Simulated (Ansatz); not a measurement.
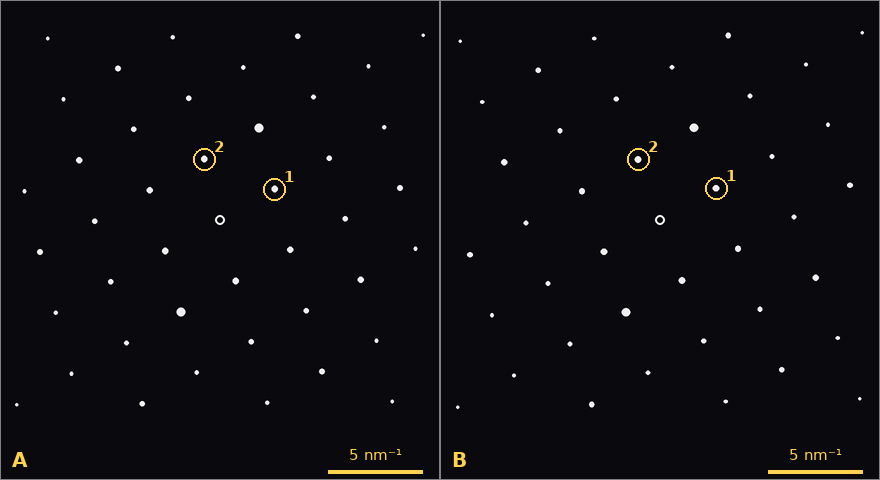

Kinematic electron diffraction patterns (200 kV, B = 0.5 Å², same scale) along [111] of the run's own cell, for the start and the end of one relaxation of RhC3 with DFT PBE, scalar-relativistic, plane waves, PAW in Ansatz 0.2.0. k mesh 20×20×20. The start is a generated model structure, and the relaxation ends in the nearest stationary point of its symmetry, not necessarily the ground state. Spot 1 is -1 0 1 and spot 2 is 0 -1 1 in both.

Start structure:

```
Rh C
1.0
    -1.58669    1.58669    3.54429
     1.58669   -1.58669    3.54429
     1.58669    1.58669   -3.54429
Rh C
1 3
Direct
  0.00000 0.00000 0.00000
  0.50000 0.50000 0.00000
  0.25000 0.75000 0.50000
  0.75000 0.25000 0.50000
```

Which pattern belongs to the start structure, and which to the relaxed one?

B is the start: its cell gives d(1) = 2.896 Å, d(2) = 2.896 Å and an angle of 80.4°. A is the relaxed structure, with d(1) = 2.966 Å (+2.4 %), d(2) = 2.966 Å (+2.4 %) and 75.0°.

Summarise the relaxation behind the change.

The volume changed by -3.1 % to 8.65 Å³ an atom; the fractional coordinates hardly changed; the space group stayed I4/mmm (No. 139); the free energy fell by 70 meV an atom. Relaxed cell: a = 3.797 Å, b = 3.797 Å, c = 3.797 Å, α = 126.01°, β = 126.01°, γ = 79.87°.
